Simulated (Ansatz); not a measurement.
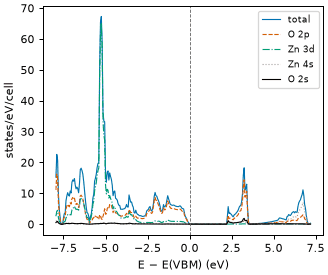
Fig. 1. Total and projected density of states of ZnO$_{2}$ in space group Pa-3 (No. 205; Zn on 4a, O on 8c), plane-wave PAW PBEsol (Ansatz code)

Q: Which orbitals carry the states next to the gap?

A: Top 1 eV of the valence band: O 2p 82 %, Zn 3d 15 %. Bottom 1 eV of the conduction band: O 2p 67 %, Zn 4s 13 %, O 2s 13 %, outside the projected shells 5 %. Projections are on Löwdin-orthogonalised atomic valence shells; empty p or d shells of many metals are not among them.

Q: Where is the tallest occupied peak in this window, and what makes it?

A: Near -5.2 eV, about 67 states/eV per cell; the largest projected share is Zn 3d.

The workflow started from a Materials Project entry (that database holds measured and hypothetical structures alike); the Crystallography Open Database copy checked does not list it. Its standing as an ambient phase is unchecked. Symmetry was held in the PBEsol relaxation; whether a distortion lowers the energy is not shown.

Potentials: the later of the program's two PAW sets.
